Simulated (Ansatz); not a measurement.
# H₂O (singlet): wave-function methods side by side at distance O1–H2 = 1.055 Å, cc-pVTZ

How much of the correlation energy of H₂O (singlet) does each wave-function method recover here?

Program: Ansatz 0.2.0, Gaussian basis. Level of theory: cc-pVTZ, core rule «outside noble gas», up to 1 orbitals frozen. These are calculated values, not measurements.

The runs, in order: UHF; CCSD(T) on RHF; BCCD(T) on RHF; CISD; CCSDT(Q) on RHF; CASSCF and NEVPT2, 2 electrons in 2 orbitals; CASSCF and MRCISD+Q, 8 electrons in 6 orbitals; CASSCF and NEVPT2, 8 electrons in 6 orbitals.

21 further runs of the same task are left out: 12 that didn't finish, 9 set aside as unsound or not needed.

### 1 What is computed

The geometry derives from a PBE0/def2-TZVP stationary point (not a proven minimum). One bond is set to the value named and the two fragments are kept rigid.

3 atoms, charge 0, spin multiplicity 1.

Atoms are counted from 1 here; the program's logs count them from 0.

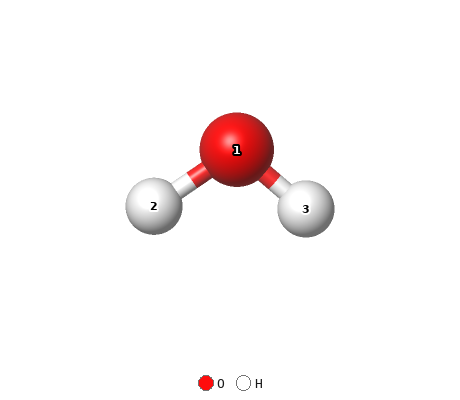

The structure; oxygen red, hydrogen white; atoms are numbered from 1 in the order of the file.

### 2 UHF

File in.yaml:

```yaml
crystal:
  periodic: [false, false, false]
  atoms:
    - {symbol: O, position_ang: [0.000000, -0.068568, 0.004239]}
    - {symbol: H, position_ang: [0.000000, 0.573240, -0.833083]}
    - {symbol: H, position_ang: [0.000000, 0.515160, 0.765789]}
basis:
  gaussian: {orbitals: cc-pVTZ}
magnetization: {spin_polarized: true, initial_magnetization: 0}
hamiltonian: {xc: hf}
output: {orbitals: {seedname: orbitals}}
```

The run is started by

```bash
$ ansatz run in.yaml --threads 1 --pin off --events-out ev --progress --plain --max-ram 2393MiB
```

Further steps of the session: CCSD(T) on RHF; BCCD(T) on RHF; CISD; CCSDT(Q) on RHF; CASSCF and NEVPT2, 2 electrons in 2 orbitals; CASSCF and MRCISD+Q, 8 electrons in 6 orbitals; CASSCF and NEVPT2, 8 electrons in 6 orbitals.

**Question.** What will the summary of the whole plan be? Wanted: RCCSDT(Q) below the RHF energy; RMP2 from RCCSDT(Q); RCCSD from RCCSDT(Q); RCCSD(T) from RCCSDT(Q); NEVPT2 pair from RCCSDT(Q); NEVPT2 valence from RCCSDT(Q); MRCISD+Q valence from RCCSDT(Q); T1 diagnostic; effectively unpaired electrons.

**Answer**, as computed:

| quantity | value |
| --- | --- |
| RCCSDT(Q) below the RHF energy | -7.5992 eV |
| RMP2 from RCCSDT(Q) | +8.92 kcal/mol |
| RCCSD from RCCSDT(Q) | +5.37 kcal/mol |
| RCCSD(T) from RCCSDT(Q) | +0.31 kcal/mol |
| NEVPT2 pair from RCCSDT(Q) | +9.09 kcal/mol |
| NEVPT2 valence from RCCSDT(Q) | +19.29 kcal/mol |
| MRCISD+Q valence from RCCSDT(Q) | +1.26 kcal/mol |
| levels within 1 kcal/mol (43 meV) | RCCSD(T), BCCD(T), RCCSDT |
| T1 diagnostic | 0.007 |
| effectively unpaired electrons | 0.01 |

In words: RCCSD(T) lands +0.31 kcal/mol from the yardstick (0.2 % of the correlation energy). One determinant dominates. Of the multireference levels listed MRCISD+Q valence comes nearest in total energy (+1.26 kcal/mol), which doesn't show that its space is the better one. These misses are within one basis, not against nature.
